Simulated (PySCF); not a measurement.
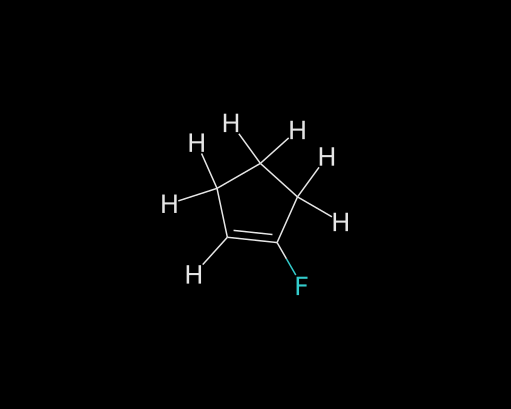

2D structure.

Write the SMILES.

FC1=CCCC1

What is the molecular formula?

C5H7F.

An optimisation with PBE0-D3(BJ)/def2-SVP gave a structure of which point group?

C1.

More results for the same structure follow; atom numbers are the same in all pictures, views and colours differ. The geometry was computed by an optimisation with PBE0-D3(BJ)/def2-SVP. No frequency run is at hand to confirm it as a minimum.

**Geometry**

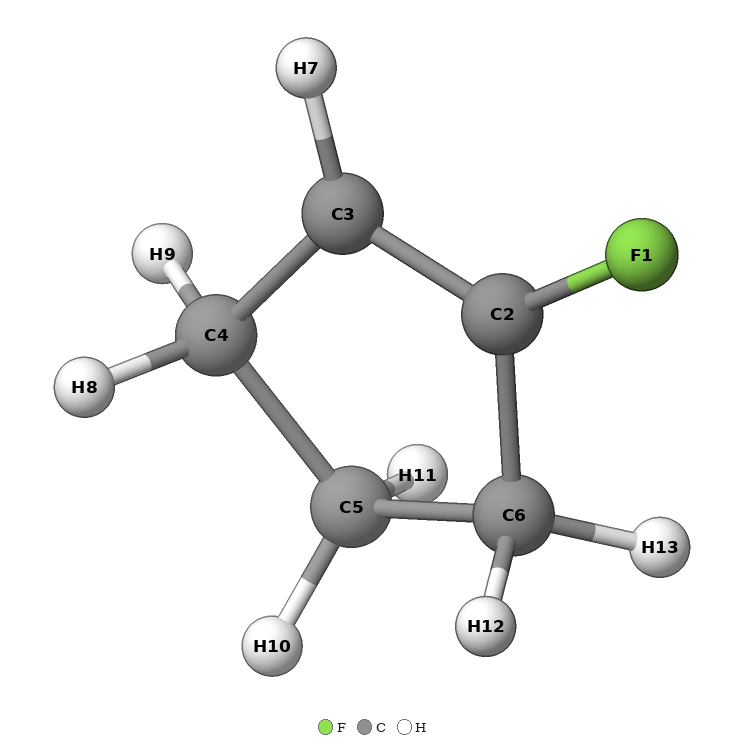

The atoms are numbered. No frequency run is at hand to confirm it as a minimum.

Which atoms are bonded, and how long are the bonds?

| bond | length (Å) | order |
| --- | --- | --- |
| F1–C2 | 1.328 | single |
| C2–C3 | 1.333 | double |
| C2–C6 | 1.495 | single |
| C3–C4 | 1.502 | single |
| C3–H7 | 1.091 | single |
| C4–C5 | 1.546 | single |
| C4–H8 | 1.106 | single |
| C4–H9 | 1.102 | single |
| C5–C6 | 1.537 | single |
| C5–H10 | 1.099 | single |
| C5–H11 | 1.101 | single |
| C6–H12 | 1.105 | single |
| C6–H13 | 1.102 | single |

**Electronic properties**

No frequency run is at hand to confirm it as a minimum. Level of theory: B3LYP/pcSseg-1, gas phase (PySCF 2.14.0).

What is the dipole moment?

1.56 D.

Estimate the LUMO energy (Kohn–Sham orbital).

0.51 eV.

Estimate the HOMO energy (Kohn–Sham orbital).

−6.59 eV.

**NMR shielding**

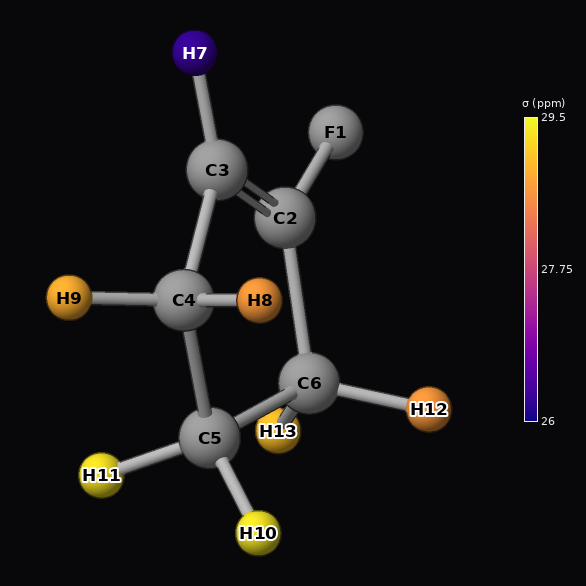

Atoms are coloured by their isotropic NMR shieldings (H only, the others grey). No frequency run is at hand to confirm it as a minimum. Level of theory: GIAO KT2/pcSseg-1 NMR shielding, non-relativistic, gas phase (PySCF 2.14.0).

Which H atom is the most shielded (lowest chemical shift)?

H10 (29.36 ppm).

Which H atom is the least shielded (highest chemical shift)?

H7 (26.29 ppm).

How wide is the range of H shifts?

3.07 ppm.

Give the isotropic NMR shieldings of the H atoms atom by atom.

| atom | σ (ppm) |
| --- | --- |
| H7 | 26.29 |
| H8 | 28.69 |
| H9 | 28.87 |
| H10 | 29.36 |
| H11 | 29.31 |
| H12 | 28.67 |
| H13 | 29.03 |

**Ring current**

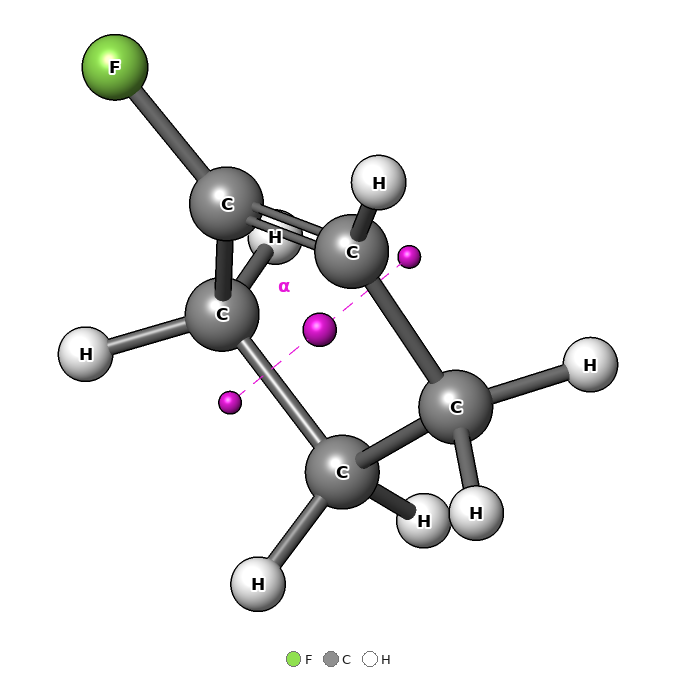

The small points mark where nucleus-independent chemical shifts (NICS) were computed: at the centre of each lettered ring and 1 Å above and below it. No frequency run is at hand to confirm it as a minimum. Method: GIAO LDA/pcSseg-1 NMR shielding, non-relativistic, gas phase (PySCF 2.14.0).

Give NICS(0), NICS(1) and the out-of-plane component NICS(1)zz for each ring (means of the two sides).

| ring | members | NICS(0) | NICS(1) | NICS(1)zz |
| --- | --- | --- | --- | --- |
| α | C5 | −4.4 | −2.7 | −1.5 |

Values in ppm.

What do the values say about the ring currents?

Ring α: weak, as in a non-aromatic ring. NICS is one index among several.
